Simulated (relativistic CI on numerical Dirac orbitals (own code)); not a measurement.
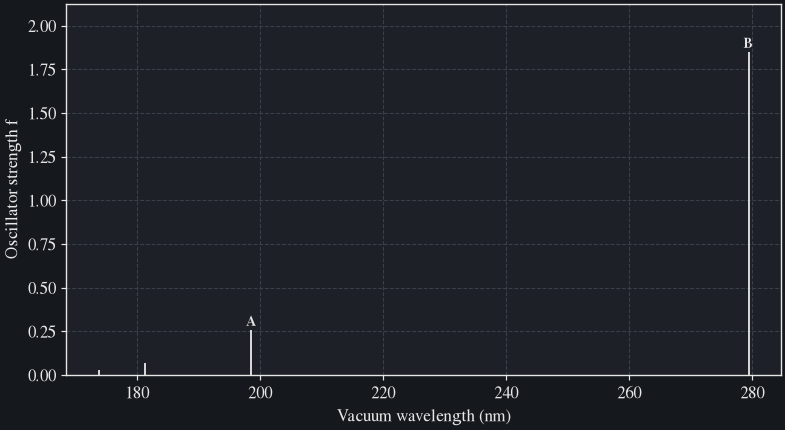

Computed spectrum: absorption lines from the lowest level (oscillator strengths f) of an atom or ion with 12 electrons. Level of the calculation: relativistic configuration interaction, KLI exchange-only orbitals, Breit term, model QED, valence Slater integrals scaled by 0.85, configurations shifted onto measured levels.

Q: Identify the ion and assign the lettered lines.

A: Neutral magnesium. A: 3s 4p ¹P°₁ ← 3s² ¹S₀, 198.6 nm, f = 0.26; B: 3s 3p ¹P°₁ ← 3s² ¹S₀, 279.4 nm, f = 1.8.

Limits of the model: shifts are fitted to measured levels, configurations with none paired borrow a shift and can be misplaced by tens of thousands of cm⁻¹; rates and lifetimes follow the computed energies and can be off by orders of magnitude; one shift a configuration: terms inside it, and wavelengths, can be off by thousands of cm⁻¹; only a limited list of configurations is included, so lower levels can be missing; only lines among the lowest 50 of 82 levels are drawn, so those from 3s 5g and 3p² are incomplete.
